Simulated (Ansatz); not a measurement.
**H8N2Si2Sn: small, medium and large basis sets**

Aim: see how fast density functionals converge with the basis set for H8N2Si2Sn.

Method: one geometry, several basis sets; program: Ansatz 0.2.0, Gaussian basis.

Plan: PBE0-D4/def2-SVP; ωB97M-V/def2-SVP; PBE0-D4/def2-QZVPP; ωB97M-V/def2-QZVPP; the functionals' def2-TZVPP values are taken from earlier runs.

**1. Structure used throughout**

The geometry comes from an earlier relaxation with PBE0-D4 in a triple-zeta def2 set; it is a stationary point, not always the lowest conformer. Sn takes the def2 core potential; no spin-orbit term is included.

13 atoms, charge 0, spin multiplicity 1.

Atoms are counted from 1 here; the program's logs count them from 0.

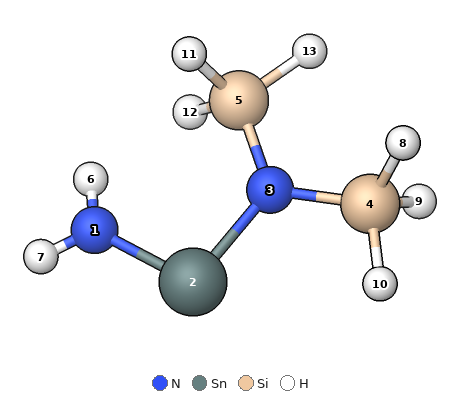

The geometry (nitrogen blue, tin teal, silicon light orange, hydrogen white); atoms are numbered from 1 in the order of the file.

**2. PBE0-D4 in def2-SVP**

in.yaml reads:

```yaml
crystal:
  periodic: [false, false, false]
  atoms:
    - {symbol: N, position_ang: [-1.022285, 1.889567, -1.616153]}
    - {symbol: Sn, position_ang: [0.332152, 2.071376, -0.135408]}
    - {symbol: N, position_ang: [0.338490, 0.054693, 0.381344]}
    - {symbol: Si, position_ang: [1.289285, -0.413011, 1.743854]}
    - {symbol: Si, position_ang: [-0.507359, -1.161413, -0.503933]}
    - {symbol: H, position_ang: [-1.557768, 1.073513, -1.872454]}
    - {symbol: H, position_ang: [-1.300082, 2.687015, -2.167361]}
    - {symbol: H, position_ang: [2.343787, -1.403737, 1.388279]}
    - {symbol: H, position_ang: [0.466713, -1.010090, 2.832750]}
    - {symbol: H, position_ang: [1.955336, 0.810296, 2.278403]}
    - {symbol: H, position_ang: [0.032540, -1.331456, -1.881534]}
    - {symbol: H, position_ang: [-1.956367, -0.836252, -0.641402]}
    - {symbol: H, position_ang: [-0.393943, -2.465401, 0.208316]}
basis:
  gaussian: {orbitals: def2-SVP}
hamiltonian: {xc: pbe0, dispersion: d4}
output: {orbitals: {seedname: orbitals}}
```

On the command line:

```console
$ ansatz run in.yaml --threads 4 --pin off --events-out ev --progress --plain --max-ram 11315MiB
```

Further steps of the session: ωB97M-V in def2-SVP; PBE0-D4 in def2-QZVPP; ωB97M-V in def2-QZVPP.

**Question.** What will the summary of the whole plan be? Wanted: PBE0-D4: double and triple zeta above quadruple; ωB97M-V: double and triple zeta above quadruple.

The runs gave:

| quantity | value |
| --- | --- |
| PBE0-D4: double and triple zeta above quadruple | 10.48, 0.80 eV |
| ωB97M-V: double and triple zeta above quadruple | 10.63, 0.74 eV |

What this shows: For PBE0-D4 the step from double to triple zeta gains 9.68 eV and the next only 0.80 eV. These are total energies; as a rule much of such shifts cancels in differences, which this series doesn't test.
